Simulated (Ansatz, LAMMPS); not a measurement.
**Forces and charges in amorphous polyacrylonitrile (as short chains C14N4H18) at 540 K (108 atoms)**

Wanted: forces, charges and levels of amorphous polyacrylonitrile (as short chains C14N4H18) at 540 K (108 atoms).

Method: Kohn-Sham DFT, PBE+D3(BJ), PAW (set soft_2), plane waves, in Ansatz 0.2.0.

**1. The starting structure**

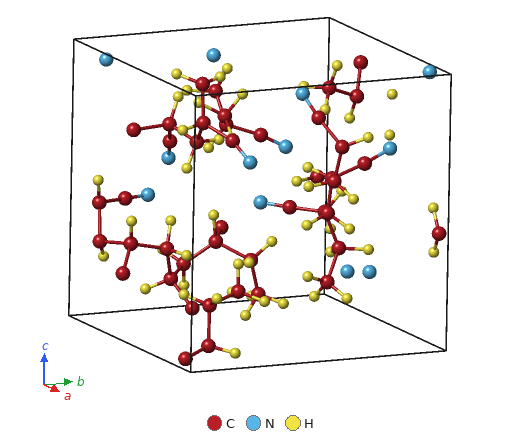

The cell as given, slightly off an axis (carbon red, nitrogen blue, hydrogen yellow). Bonds to atoms that aren't drawn are left out. Some periodic images of atoms are drawn too.

The cell holds 108 atoms: 42 C, 12 N and 54 H. Cell: a = 10.877 Å, b = 10.877 Å, c = 10.877 Å, α = 90.0°, β = 90.0°, γ = 90.0°. 3 polyacrylonitrile chains of 4 units with methyl end groups placed at random, at 0.938 g/cm³; overlaps pushed apart, then 20 ps at 800 K with MMFF94 bonds, angles, torsions, charges and radii (Halgren, J. Comput. Chem. 17, 490 (1996)) in harmonic and 12-6 forms. Snapshot after 30 ps at 540 K and fixed volume.

What the set-up can't give: The network of contacts between molecules at the start is that of the classical potential that made the cell, and needn't be the one that DFT or experiment would give. The density was typed from a rule of thumb and may lie off the real one at this temperature. Only the Γ point is sampled, in a cell whose shortest periodic width is 11 Å.

**2. Making the structure**

A classical potential makes the cell, at a small fraction of what the same run would cost in DFT.

This step: classical MD, MMFF94 bonds, angles, torsions, charges and radii (Halgren, J. Comput. Chem. 17, 490 (1996)) in harmonic and 12-6 forms; charges of ions scaled by 0.8 (LAMMPS 22 Jul 2025 - Update 4).

in.lmp reads:

```
# amorphous polyacrylonitrile
units real
atom_style full
boundary p p p
bond_style harmonic
angle_style harmonic
dihedral_style opls
improper_style harmonic
special_bonds lj 0 0 0.5 coul 0 0 0.75
read_data data.lmp
neigh_modify delay 0 every 1 check yes one 4000
comm_modify cutoff 12.0
timestep 0.5
thermo_style custom step time temp pe press density
thermo_modify norm yes
# push overlapping molecules apart
pair_style soft 2.6
pair_coeff * * 0.0
variable a equal ramp(1,60)
fix ad all adapt 1 pair soft a * * v_a
velocity all create 800 652225 mom yes dist gaussian
fix lim all nve/limit 0.03
fix lan all langevin 800 800 50 652226 zero yes
thermo 1000
run 3000 post no
unfix ad
pair_style lj/cut/coul/long 9.0
pair_modify mix arithmetic tail yes
pair_coeff 1 1 0.0678 3.3680   # C
pair_coeff 2 2 0.0678 3.5530   # C
pair_coeff 3 3 0.0721 3.3270   # N
pair_coeff 4 4 0.0216 2.5400   # H
kspace_style pppm 1.0e-4
thermo 100
# [... 16 lines left out ...]
compute msd all msd com yes
thermo 7500
fix md all nvt temp 540 540 100
run 30000 post no
print "== T540: mean square displacement over the hold $(c_msd[4]:%.2f) A^2"
unfix md
uncompute msd
write_dump all custom T540.dump id type xs ys zs modify sort id
```

The run is started by

```bash
$ lmp -in in.lmp -log none -nocite
```

Numbers of over 12 decimals in the logs are rounded to 6 here.

What it wrote:

```text
LAMMPS (22 Jul 2025 - Update 4)
Reading data file ...
  orthogonal box = (0 0 0) to (10.87734 10.87734 10.87734)
  108 atoms
  orthogonal box = (0 0 0) to (10.87734 10.87734 10.87734)
  105 bonds
  192 angles
  243 dihedrals
   Step          Time           Temp          PotEng         Press         Density
         0   0              800            0.40770924    -10478.674      0.93799866
      1000   500            631.64945      2.5544166      25236.2        0.93799866
      2000   1000           583.5053       2.6982726      27312.43       0.93799866
      3000   1500           715.95684      2.4906962      24677.738      0.93799866
Loop time of 0.258317 s on 1 MPI rank(s) for 3000 steps with 108 atoms
PPPM initialization ...
  G vector (1/distance) = 0.27143591
  grid = 5 5 5
  estimated relative force accuracy = 3.7108346e-05
   Step          Time           Temp          PotEng         Press         Density
      3000   1500           715.95684      1.5429513      6674.9498      0.93799866
      3100   1550           715.95684     -0.49924679     9346.382       0.93799866
      3200   1600           715.95684     -0.55401714     10365.605      0.93799866
      3240   1620           715.95684     -0.55755726     10599.638      0.93799866
Loop time of 0.215701 s on 1 MPI rank(s) for 240 steps with 108 atoms
[... 6 lines left out ...]
   Step          Time           Temp          PotEng         Press         Density
         0   0              800           -0.55755726     11551.744      0.93799866
      1000   500            649.01042      1.3682359     -4230.894       0.93799866
      2000   1000           587.91201      1.3338679      15575.951      0.93799866
Loop time of 0.673096 s on 1 MPI rank(s) for 2000 steps with 108 atoms
   Step          Time           Temp          PotEng         Press         Density
      2000   1000           587.91201      1.3338679      15575.951      0.93799866
[... 5 lines left out ...]
WARNING: Bond/angle/dihedral extent > half of periodic box length
Loop time of 7.07322 s on 1 MPI rank(s) for 20000 steps with 108 atoms
WARNING: Bond/angle/dihedral extent > half of periodic box length
   Step          Time           Temp          PotEng         Press         Density
[... 4 lines left out ...]
Loop time of 6.98292 s on 1 MPI rank(s) for 20000 steps with 108 atoms
   Step          Time           Temp          PotEng         Press         Density
[... 2 lines left out ...]
     52500   51500          441.61731      0.52560183     10612.456      0.93799866
     60000   59000          585.90569      0.53771499    -102.01432      0.93799866
     67500   66500          553.91056      0.71980325    -5270.6497      0.93799866
     72000   71000          504.06715      0.36628898     1997.4473      0.93799866
Loop time of 10.2204 s on 1 MPI rank(s) for 30000 steps with 108 atoms
== T540: mean square displacement over the hold 12.43 A^2
```

The job ended after 26 s (1 thread of Arm Neoverse V2, shared host; peak memory 0.13 GiB).

The input also reads data.lmp (atoms, bonds and types; not printed here).

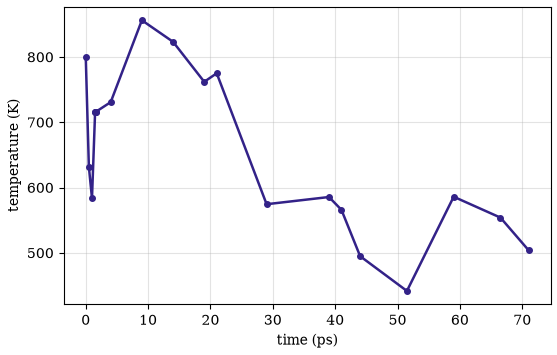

Temperature, plotted against time.

**3. Plane-wave single point**

The electrons are solved once, with the atoms held.

input.yaml reads:

```yaml
crystal:
  lattice:
    - [10.87734, 0.0, 0.0]
    - [0.0, 10.87734, 0.0]
    - [0.0, 0.0, 10.87734]
  atoms:
    - { symbol: C, position: [0.72823, 0.31198, 0.21239] }
    - { symbol: C, position: [0.7727, 0.17889, 0.18169] }
    - { symbol: C, position: [0.79094, 0.16882, 0.03988] }
    - { symbol: C, position: [0.85469, 0.04903, 0.01545] }
    - { symbol: "N", position: [0.90897, 0.95982, 0.99243] }
    - { symbol: C, position: [0.67411, 0.1831, 0.96165] }
    - { symbol: C, position: [0.7034, 0.17523, 0.82758] }
    - { symbol: C, position: [0.8115, 0.23867, 0.78018] }
    - { symbol: "N", position: [0.88814, 0.27253, 0.71517] }
    - { symbol: C, position: [0.60474, 0.19846, 0.7368] }
    - { symbol: C, position: [0.484, 0.1477, 0.78021] }
    - { symbol: C, position: [0.3901, 0.19611, 0.69542] }
    - { symbol: "N", position: [0.32181, 0.22459, 0.61922] }
    - { symbol: C, position: [0.49108, 0.00467, 0.77216] }
    - { symbol: C, position: [0.37054, 0.93471, 0.79618] }
    - { symbol: C, position: [0.29297, 0.9851, 0.89905] }
    - { symbol: "N", position: [0.22022, 0.02253, 0.96979] }
    - { symbol: C, position: [0.3993, 0.81225, 0.84214] }
    - { symbol: H, position: [0.716, 0.31655, 0.30916] }
    - { symbol: H, position: [0.79551, 0.38349, 0.18449] }
    - { symbol: H, position: [0.63312, 0.33391, 0.1897] }
    - { symbol: H, position: [0.86233, 0.16478, 0.22564] }
    - { symbol: H, position: [0.70818, 0.10937, 0.21312] }
    - { symbol: H, position: [0.85016, 0.24601, 0.01957] }
    - { symbol: H, position: [0.6055, 0.11399, 0.98949] }
    - { symbol: H, position: [0.64057, 0.26772, 0.97448] }
    - { symbol: H, position: [0.71923, 0.0871, 0.81156] }
    - { symbol: H, position: [0.58822, 0.29296, 0.73483] }
    - { symbol: H, position: [0.61925, 0.15417, 0.64816] }
    - { symbol: H, position: [0.46554, 0.18886, 0.87265] }
    - { symbol: H, position: [0.56078, 0.98166, 0.83944] }
    - { symbol: H, position: [0.54135, 0.98429, 0.68757] }
    - { symbol: H, position: [0.32028, 0.93217, 0.70764] }
    - { symbol: H, position: [0.31282, 0.75419, 0.83431] }
    - { symbol: H, position: [0.44688, 0.81898, 0.93244] }
    - { symbol: H, position: [0.46633, 0.76557, 0.78096] }
    - { symbol: C, position: [0.22568, 0.6324, 0.07491] }
    - { symbol: C, position: [0.24638, 0.59115, 0.2055] }
    - { symbol: C, position: [0.1526, 0.49747, 0.26048] }
    - { symbol: C, position: [0.0441, 0.5695, 0.28397] }
    - { symbol: "N", position: [0.95855, 0.62735, 0.30717] }
    - { symbol: C, position: [0.12185, 0.38735, 0.18242] }
    - { symbol: C, position: [0.22312, 0.29002, 0.15627] }
    - { symbol: C, position: [0.31445, 0.33182, 0.06571] }
    - { symbol: "N", position: [0.39071, 0.36099, 0.99374] }
    - { symbol: C, position: [0.28695, 0.24138, 0.2822] }
    - { symbol: C, position: [0.28505, 0.1008, 0.31097] }
    - { symbol: C, position: [0.36253, 0.03458, 0.22428] }
    - { symbol: "N", position: [0.42965, 0.96908, 0.17094] }
    - { symbol: C, position: [0.1594, 0.03988, 0.29835] }
    - { symbol: C, position: [0.10301, 0.06192, 0.42559] }
    - { symbol: C, position: [0.04941, 0.18873, 0.4194] }
    - { symbol: "N", position: [0.02119, 0.29112, 0.41881] }
    - { symbol: C, position: [0.99816, 0.9648, 0.42653] }
    - { symbol: H, position: [0.13444, 0.65039, 0.04814] }
    - { symbol: H, position: [0.25621, 0.56918, 0.00919] }
    - { symbol: H, position: [0.28481, 0.7032, 0.04736] }
    - { symbol: H, position: [0.24399, 0.67295, 0.26603] }
    - { symbol: H, position: [0.33277, 0.54296, 0.21787] }
    - { symbol: H, position: [0.17637, 0.47562, 0.36284] }
    - { symbol: H, position: [0.0783, 0.41148, 0.09369] }
    - { symbol: H, position: [0.03725, 0.34449, 0.2218] }
    - { symbol: H, position: [0.18532, 0.20931, 0.11866] }
    - { symbol: H, position: [0.24472, 0.27509, 0.37218] }
    - { symbol: H, position: [0.38473, 0.27182, 0.27566] }
    - { symbol: H, position: [0.32417, 0.08312, 0.40198] }
    - { symbol: H, position: [0.15449, 0.94476, 0.27252] }
    - { symbol: H, position: [0.10427, 0.08159, 0.22974] }
    - { symbol: H, position: [0.1428, 0.03659, 0.51636] }
    - { symbol: H, position: [0.94201, 0.97263, 0.34684] }
    - { symbol: H, position: [0.04161, 0.86414, 0.42734] }
    - { symbol: H, position: [0.93882, 0.96894, 0.50667] }
    - { symbol: C, position: [0.64835, 0.69861, 0.2001] }
    - { symbol: C, position: [0.59254, 0.76818, 0.30626] }
    - { symbol: C, position: [0.59311, 0.71068, 0.44187] }
    - { symbol: C, position: [0.50476, 0.61483, 0.44793] }
    - { symbol: "N", position: [0.43044, 0.53666, 0.45632] }
    - { symbol: C, position: [0.7231, 0.65898, 0.46814] }
    [... 24 atom lines left out ...]
    - { symbol: H, position: [0.08195, 0.56392, 0.86677] }
    - { symbol: H, position: [0.00775, 0.44314, 0.7821] }
    - { symbol: H, position: [0.12639, 0.47514, 0.59636] }
    - { symbol: H, position: [0.34383, 0.46289, 0.67644] }
    - { symbol: H, position: [0.28423, 0.52806, 0.81894] }
    - { symbol: H, position: [0.23538, 0.38073, 0.78914] }
kpoints:
  mp_grid: { grid: [1, 1, 1] }
hamiltonian:
  xc: pbe
  dispersion: d3bj
scf:
  occupations: { method: fixed }
output:
  forces: true
  stress: true
  populations: true
  dos:
    method: { smearing: { sigma: 0.08 } }
    de: 0.1
    projected: { site_lists: { C: [C], H: [H], "N": ["N"] } }
  eigenvalues: true
  write_density: true
  write_potential: true
  volumetric_format: npy
```

The run is started by

```bash
$ ansatz run input.yaml --threads 8 --pin off --max-ram 15872MiB --backend cpu --events-out ev --progress --plain --runs-dir out
```

What it wrote:

```text
Engine: ansatz 0.2.0, aarch64-unknown-linux-gnu
Pseudopotentials: kind: paw
Pseudopotential: C, paw, valence charge 4, recommended cutoff 420 eV (normal), C.paw.azcp
Pseudopotential: N, paw, valence charge 5, recommended cutoff 420 eV (normal), N.paw.azcp
Pseudopotential: H, paw, valence charge 1, recommended cutoff 420 eV (normal), H.paw.azcp
[... 5 lines on functional and potentials left out ...]
Crystal: 108 atoms, lattice volume = 1286.969 Å³
Basis set: ecut = 420 eV, 25269 PW (Γ), exchange–correlation on 150×150×150 points (8 copies of the dense FFT grid, shifted against one another)
Bands: 249, of which v1, the nominal top of the filled ones, is band 141 counted from 1 (140 counted from 0)
Symmetry: 1 space group operations
Space group: P1 (ITA 1), of the structure as read, at distance tolerance 1.1e-4 Å
k-points: 1
[... 7 lines on functional and potentials left out ...]
Initial density: superposition of atomic densities (neutral atoms: chi_scale 0, normalization atom), corrected by the library's trained network
Initial wavefunctions: pseudopotential atomic-orbital guess
Functional: x = pbe(κ = 0.804, μ = 0.219515), c = pbe(β = 0.066725)
SCF iter   1: F=—  HF=-16004.393609 eV  |F-HF|=—  |Δ(HF+E_count)|=         —  Δρ=4.59e-3  dr2=4.27e-1  ethr=1.77e-3  ⟨swp⟩=5.0  Hψ=864  notcnv=0  defer=104
preconditioner: auto → Resta (q_TF=auto, 2.118 Å⁻¹)  ε∞=2.4  [insulator: Δε(μ)=5.779 eV  Ē_g=14.846 eV  n_scr=202 (ndim 8)  ℏωp=17.4 eV  f_vac=0.274  ε∞_Penn≈2.4]
SCF iter   2: F=—  HF=-16004.359984 eV  |F-HF|=—  |Δ(HF+E_count)|=   3.36e-2  Δρ=2.54e-3  dr2=1.08e-1  ethr=1.52e-4  ⟨swp⟩=2.0  Hψ=423  notcnv=0  defer=106
SCF iter   3: F=—  HF=-16004.358842 eV  |F-HF|=—  |Δ(HF+E_count)|=   1.14e-3  Δρ=1.55e-3  dr2=4.50e-2  ethr=3.83e-5  ⟨swp⟩=3.0  Hψ=289  notcnv=0  defer=106
SCF iter   4: F=—  HF=-16004.355965 eV  |F-HF|=—  |Δ(HF+E_count)|=   2.88e-3  Δρ=4.54e-4  dr2=4.33e-3  ethr=1.60e-5  ⟨swp⟩=3.0  Hψ=289  notcnv=0  defer=106
SCF iter   5: F=—  HF=-16004.355788 eV  |F-HF|=—  |Δ(HF+E_count)|=   1.77e-4  Δρ=2.31e-4  dr2=8.80e-4  ethr=1.53e-6  ⟨swp⟩=2.0  Hψ=287  notcnv=0  defer=106
SCF iter   6: F=—  HF=-16004.355734 eV  |F-HF|=—  |Δ(HF+E_count)|=   5.41e-5  Δρ=1.59e-4  dr2=4.13e-4  ethr=3.12e-7  ⟨swp⟩=2.0  Hψ=289  notcnv=0  defer=106
SCF iter   7: F=—  HF=-16004.355646 eV  |F-HF|=—  |Δ(HF+E_count)|=   8.80e-5  Δρ=3.10e-5  dr2=1.51e-5  ethr=1.47e-7  ⟨swp⟩=2.0  Hψ=285  notcnv=0  defer=105
SCF iter   8: F=—  HF=-16004.354296 eV  |F-HF|=—  |Δ(HF+E_count)|=   1.35e-3  Δρ=2.04e-5  dr2=6.57e-6  ethr=5.37e-9  ⟨swp⟩=2.0  Hψ=390  notcnv=0  defer=105
SCF iter   9: F=—  HF=-16004.354295 eV  |F-HF|=—  |Δ(HF+E_count)|=   1.28e-6  Δρ=6.75e-6  dr2=6.45e-7  ethr=2.33e-9  ⟨swp⟩=2.0  Hψ=287  notcnv=0  defer=105
SCF iter  10: F=-16004.354295 eV  HF=-16004.354295 eV  |F-HF|=2.60e-8  |Δ(HF+E_count)|=   8.26e-8  Δρ=2.11e-6  dr2=6.70e-8  ethr=3.55e-11  ⟨swp⟩=20.0  Hψ=2418  notcnv=0
SCF 1 converged in 10 iterations: F = -16004.354295 eV  dr2 = 6.70e-8
  greatest PAW one-centre occupation: 0.844 electrons in one spin orbital (limit 2), on the N atom at site 88 (counted from 0), in its partial waves of l = 0
WARN: The input density's exchange-correlation potential varies sharply where the density is thin. Do not read a vacuum level from v_tot or v_xc, or from such a field of the output density. On a cell that repeats whose density bears no net charge and no dipole along the vacuum's axis use v_es (v_loc + v_h of the components); [...]
SCF converged after 10 iterations
Free energy (F): -16004.354295 eV
Harris-Foulkes:  -16004.354295 eV  (|F-HF|=2.60e-8)
Internal energy: -16004.354295 eV  (E = F + TS)
E sigma→0 (E₀):  -16004.354295 eV
Fermi energy:    -2.587116 eV
--- Per-component energies (eV) ---
  E_band       = -2236.509403
  E_kinetic    = 6090.842666
  E_local      = -19758.516848  (includes V_loc(G=0)·N_el)
  E_nonlocal   = 1815.038683
  E_hartree    = 7088.992254
  E_xc         = -3201.700144
  E_vxc        = -4006.396094  (∫ρ·V_xc dr)
  E_paw        = -5731.837459  (= ΣΔE_a)
  E_vpaw       = -555.387715  (= ΣTr[D̂ρ^β])
  E_aug_tail   = -0.073744  (compensation charges beyond the density's cutoff)
  E_ewald      = -2301.179226
  E_disp       = -5.920479  (pairwise vdW)
  E_smearing   = -0.000000  (= −TS)
  E_closure    = -0.000000  (closes the sum)
  Σ components = -16004.354295   (vs F -16004.354295, Δ=0.00e0)
--- Forces (eV/Å), atoms counted from 1 ---
  atom   1  C      0.26748756    -0.76190167     0.09168060
  atom   2  C     -0.47208407     1.51782268    -0.83365862
  atom   3  C      0.00083079    -1.46656329     0.85711290
  atom   4  C     -0.05729957     1.07487314    -0.37143350
  atom   5  N     -0.18846296    -0.09369866     0.17780990
  atom   6  C      1.46024408    -2.54999247     0.32729964
  atom   7  C      0.55358105     2.16731213     0.13794199
  atom   8  C     -0.56289573    -0.65029203     0.29326064
  atom   9  N      0.95746322     0.71211720    -0.31388185
  atom  10  C     -1.32467795    -0.04622882     0.02232676
  atom  11  C     -1.27146431    -0.26326955    -0.05181106
  atom  12  C      0.57830828    -0.87955238     0.55697948
  atom  13  N     -0.53834598     0.12084031    -0.62255806
  atom  14  C     -0.25627858     1.63282780     1.02041061
[...]
atom 107  H      0.13667854     0.25220173    -0.28871622
  atom 108  H      0.07753523     1.56237810    -1.57509581
  max |Σ_I F_I| component: 2.03e-4 eV/Å
--- Stress (GPa, compression-positive) ---
        2.114664      -0.224972       0.226048
       -0.224972       2.443284      -0.143350
        0.226048      -0.143350       0.449003
  P = ⅓ Tr σ = 1.6690 GPa (16.690 kbar)
--- Band table (eV) ---
  k-point 0: bands = ["-18.4560", "-18.3393", "-18.2495", "-18.2068", [... 233 levels ...], "9.4276", "9.4464", "9.5109", "9.5902", "9.6194", "9.7000", "9.7173", "9.7421", "9.8059", "9.9008", "9.9838", "10.0099"]
--- Löwdin populations: 108 sites ---
  site symbol       q [e]
     0      C      4.4849
     1      C      4.2486
     2      C      4.1266
[...]
107      H      0.8214
  spilling = 0.012952 (of n_electrons = 282.000000)
```

The job ended after 6.9 s (8 threads of Arm Neoverse V2, shared host; peak memory 1.3 GiB).

The program notes that the exchange-correlation potential is rough where the density is thin.

Read from the output:

```
free energy                                      : -16004.3543 eV
free energy per atom                             : -148.1885 eV/atom
SCF cycles                                       : 10
pressure                                         : 1.669 GPa
r.m.s. force component                           : 1.107 eV/Å
longest force                                    : 5.377 eV/Å
Fermi energy                                     : -2.587 eV
gap (highest filled to lowest empty level) : 5.788 eV
spilling of the projection                       : 0.01295
```

Neighbours are counted within 1.34 Å (H-C), 1.85 Å (C-C), 1.62 Å (C-N).

Length of the force by element and coordination:

```
element  coordination  atoms  mean length of the force (eV/Å)  spread  least  most
      C           all     42                             2.05   0.871  0.570  4.32
      C             2     12                             2.03   0.964  0.701  4.32
      C             4     30                             2.06   0.830  0.570  3.73
      H           all     54                             1.30   0.917  0.142  5.11
      N           all     12                             1.68    1.24  0.276  5.38
```

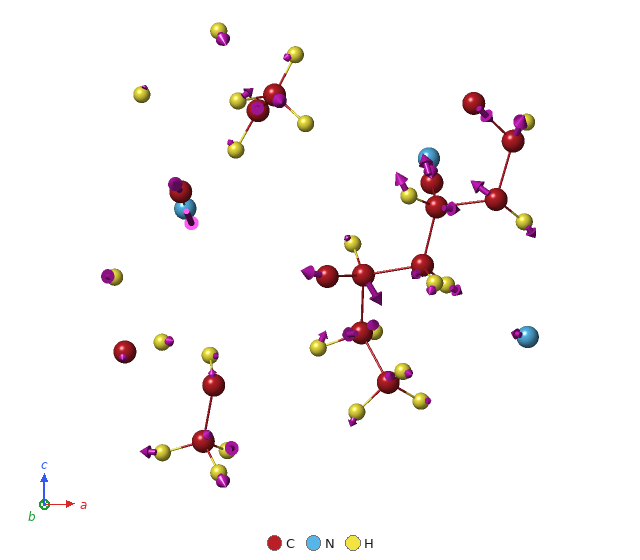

Forces as arrows; the longest in the cell is 5.38 eV/Å. Drawn is a slice 4 Å thick, seen along the normal of the ac plane. Bonds to atoms that aren't drawn are left out.

Löwdin charges by element and coordination (they lack the spilled electrons, 0.034 e an atom on average):

```csv
element,coordination,atoms,mean charge (e),spread,least,most
C,all,42,-0.121,0.224,-0.507,0.214
C,2,12,0.196,0.0108,0.171,0.214
C,4,30,-0.248,0.118,-0.507,-0.110
H,all,54,0.207,0.0204,0.170,0.264
N,all,12,-0.204,0.0146,-0.226,-0.175
```

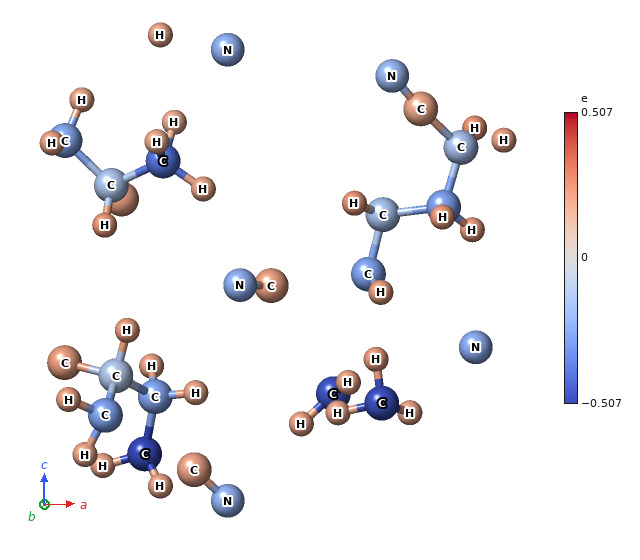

Atoms coloured by Löwdin charge. Drawn is a slice 4 Å thick, seen along the normal of the ac plane. Bonds to atoms that aren't drawn are left out.

Density of states as counts of states in windows of 1 eV (from the Fermi level), total and the larger projections:

```
from (eV)  to (eV)  total   C p   N p  H s  C s
      -14      -13    9.2   2.5   0.1  1.2  4.8
      -13      -12    8.8   2.8   0.0  1.1  4.6
      -12      -11    2.4   0.6   0.0  0.5  1.3
      -11      -10    6.5   1.7   0.0  1.4  3.2
      -10       -9    7.5   2.6   0.0  1.6  3.1
       -9       -8   13.6   5.8   0.0  2.6  4.7
       -8       -7    6.2   2.4   0.0  1.6  2.0
       -7       -6   10.0   6.9   0.1  1.8  0.9
       -6       -5   13.8   9.5   0.1  2.5  1.2
       -5       -4   17.8  13.7   0.4  2.5  0.8
       -4       -3   22.1  15.2   1.0  4.5  0.9
       -3       -2   29.8  17.5   3.8  6.4  0.8
       -2       -1   56.2  23.1  19.3  7.7  0.7
       -1        0   46.0  22.0  16.4  5.9  0.4
        0        1    2.1   1.2   0.5  0.4  0.0
        1        5    0.0   0.0   0.0  0.0  0.0
```

The curve was stored every 0.100 eV, coarse against its broadening of 0.08 eV, so these counts are rough.

With fixed occupations the program's Fermi level is the highest filled level; weight inside the gap is the broadening of levels at its edges.

Between -16 and -14 eV lie 30 more states.

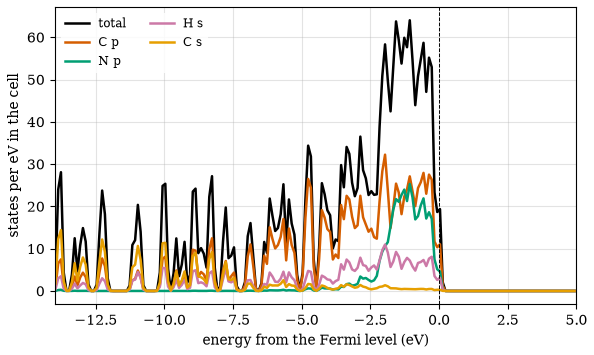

Total and projected density of states, with the broadening of the input.

The levels nearest the highest filled one (over half full), pooled over k-points and spins:

```csv
level less the highest filled one (eV),occupation
-0.323,2
-0.280,2
-0.227,2
-0.215,2
-0.0274,2
0,2
5.79,0
5.9,0
6.04,0
6.08,0
6.17,0
6.27,0
```

[end of part 1 of 2]

[Logs are printed without paths, hosts, clocks, repeated set-up lines and the standing remarks that a program may print on its own settings, such as how far it seeks lower states.]

[Hosts, paths, dates, database ids (printed as entryN), source tags and the programs' standing remarks are cut or masked in the printed files.]

[The MMFF94 radii named for the starting cell were scaled by 0.96; in molecules described by MMFF94, hydrogen bound to N, O or S took a small fixed 12-6 site in their place.]
